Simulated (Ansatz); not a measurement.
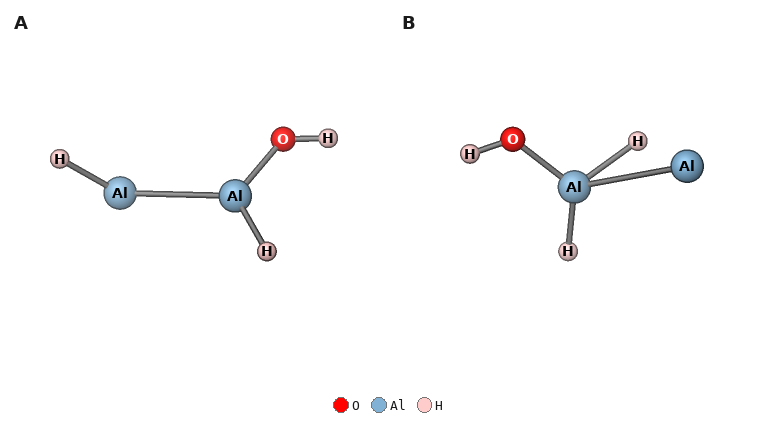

2 stationary structures of one formula. The species is neutral and a spin doublet. Geometries: PBE0-D4/def2-TZVP. Electronic energies: UHF-CCSD(T) (frozen core)/def2-TZVPP (Ansatz 0.2.0), without zero-point energy. No frequency run is at hand to confirm each as a minimum.

Which is lowest in energy, and by how much?

B is lowest (C1); A lies 0.8 kcal/mol above it (C1).
